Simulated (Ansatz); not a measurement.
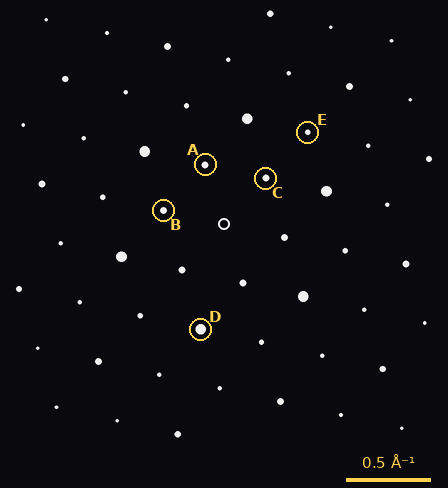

The pattern is a kinematic simulation for 200 kV electrons (no multiple scattering; isotropic B = 1 Å²). The zone axis points towards the electron source and the pattern is seen from the source side.

The sample is Hf, space group P6_3/mmc (No. 194), a = 3.11 Å, c = 9.98 Å (hexagonal axes). Structure: the geometry relaxed with DFT, LDA (PW92), plane waves (420 eV) with PAW, scalar-relativistic in Ansatz; the starting structure was generated, so it need not be a known form of this composition.

Spot A is indexed -1 1 0 and spot B -1 0 0.

Give hkl for C, D, E.

C = A − B = 0 1 0 (d = 2.694 Å). D = −2A + B = 1 -2 0 (d = 1.556 Å). E = 2A − 2B = 0 2 0 (d = 1.347 Å).

Find the zone axis.

The cross product of A and B is parallel to [001]; every spot obeys hu + kv + lw = 0.
